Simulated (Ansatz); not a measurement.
HfN (rock salt)

```xyz
2
Lattice="0.0000 2.2739 2.2739 2.2739 0.0000 2.2739 2.2739 2.2739 0.0000" Properties=species:S:1:pos:R:3 pbc="T T T"
N      0.0000     0.0000     0.0000
Hf     2.2739     2.2739     2.2739
```

The atoms are displaced by Q × the pattern below (from a DFPT mode at Γ, largest move 1; Q in Å), at fixed cell. It is one choice among 3 degenerate patterns.

```tsv
atom	x	y	z
N1	0.000	0.000	-1.000
Hf2	0.000	0.000	0.078
```

Computed with PBE (plane waves to 420 eV, PAW, scalar-relativistic; Ansatz, a first-principles code). k mesh 18×18×18 (Γ-centred), Fermi-Dirac smearing 0.05 eV. The energy includes the smearing's −TS. With partly filled bands, energies and forces of such displacements shift with the k mesh and the smearing. HfN is run without spin polarisation. HfN was relaxed with its symmetry unable to fall. Spin-orbit coupling is left out, though Hf is heavy. ΔE is measured from the undisplaced structure.

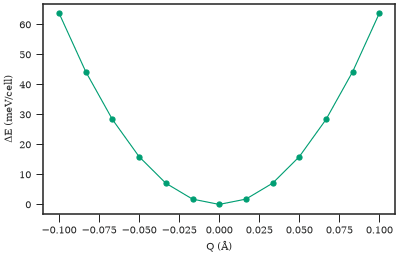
*ΔE (meV/cell) against Q (Å); markers are the computed points, lines only join them.*

What is the energy change at Q = 0.100 Å?

About 64 meV/cell.

What harmonic wavenumber does the curvature at Q = 0 give?

About 480 cm⁻¹.

(A displaced cell: forces are minus the slopes of the energy, force constants its curvatures, and phonons follow from these.)
